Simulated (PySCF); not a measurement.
C4H6 (SMILES C=C=CC)

```yaml
atoms:
  - { symbol: C, position_ang: [2.0910, 0.2853, -0.1384] }
  - { symbol: C, position_ang: [0.8639, -0.1688, -0.1661] }
  - { symbol: C, position_ang: [-0.3663, -0.6197, -0.1918] }
  - { symbol: C, position_ang: [-1.5806, 0.1512, 0.2333] }
  - { symbol: H, position_ang: [2.7251, 0.1589, 0.7462] }
  - { symbol: H, position_ang: [2.5255, 0.8063, -0.9988] }
  - { symbol: H, position_ang: [-0.5236, -1.6450, -0.5539] }
  - { symbol: H, position_ang: [-2.2971, 0.2443, -0.5992] }
  - { symbol: H, position_ang: [-2.1061, -0.3657, 1.0531] }
  - { symbol: H, position_ang: [-1.3160, 1.1610, 0.5756] }
```

Geometry: PBE0-D3(BJ)/def2-SVP.

Method: DFT single point, gas phase, functional wB97X in PySCF.

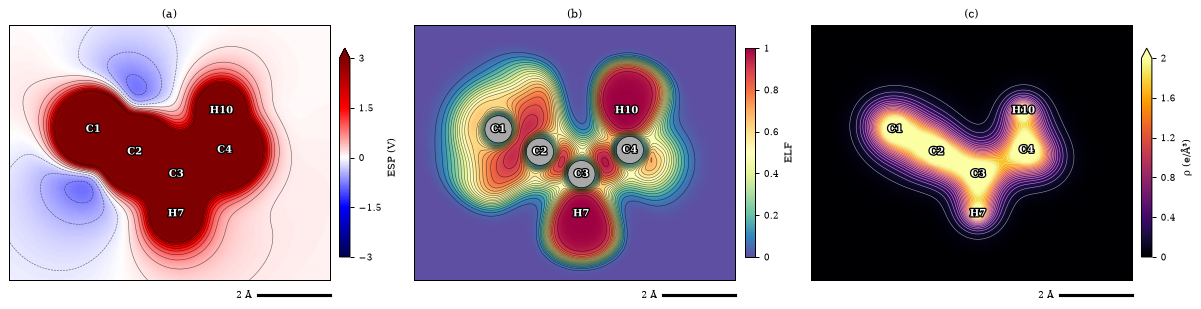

Figure 1. (a) molecular electrostatic potential; (b) electron localisation function; (c) total electron density on the plane of atoms C2, C3 and H7. Grey discs cover the atomic cores in the ELF map.

What do the fields say about this system?

Answer.
- The plane passes through C and H nuclei.
- C–C (1.31 Å): ρ at the midpoint is about 2.4 e/Å³; the ELF peaks at about 0.90 between the atoms (a multiple bond).
- C–H (1.10 Å): ρ is about 2 e/Å³ halfway; the ELF climbs to about 1 towards the hydrogen, as it does in any bond to H; a covalent bond by its length.
- C–C (1.50 Å): ρ at the midpoint is about 1.7 e/Å³; the ELF peaks at about 0.95 between the atoms: a shared electron pair.
- Outside the dense part of the molecule the potential is most negative (−0.8 V) near C1.

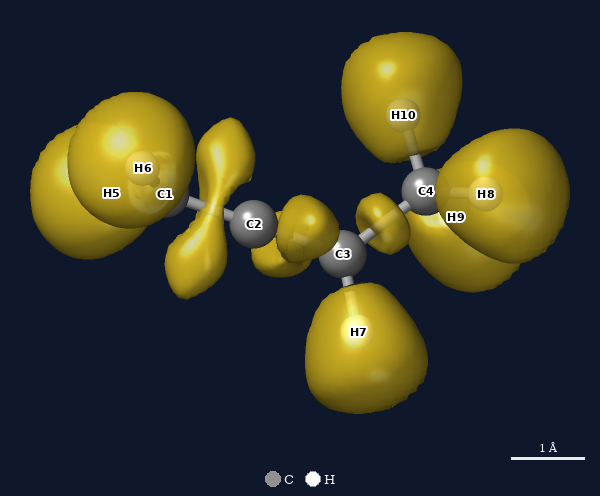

Figure 2. Isosurface of the electron localisation function at 0.8 (yellow), seen at a tilt. Only the valence region is drawn (cores and ρ < 0.01 e/Å³ removed).

Where are the electrons localised?

Answer. The ELF exceeds this value in three regions between bonded C–C atoms (shared pairs) and six regions around hydrogen nuclei.

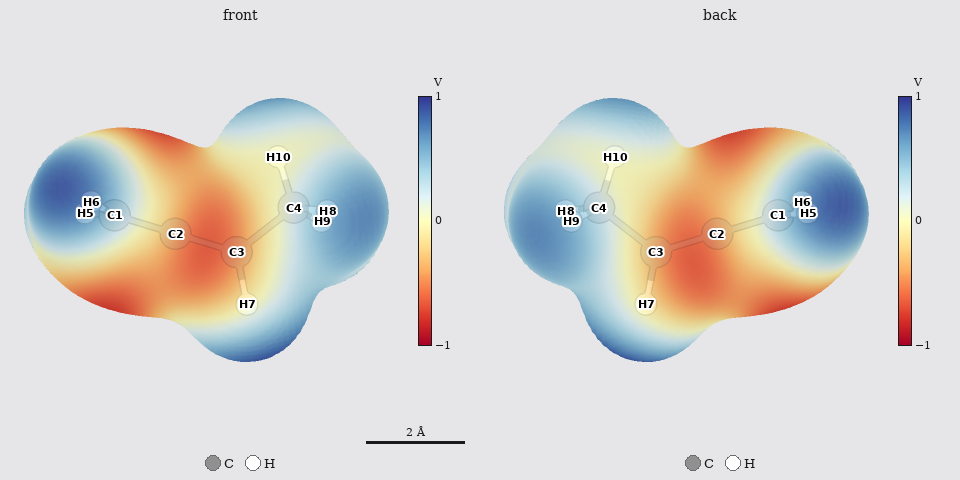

Figure 3. The electrostatic potential painted on the density surface at 0.002 e/bohr³, seen from the front and from behind; the colour scale runs from red (negative) to blue (positive).

Where is the surface potential most negative and most positive?

Answer. The most negative region (about −0.7 V) lies over the π face of C1 and C2, the most positive (about +0.9 V) over H5, H6 and H7.

How polar is the molecule by this calculation?

Answer. Its dipole moment is 0.44 D.
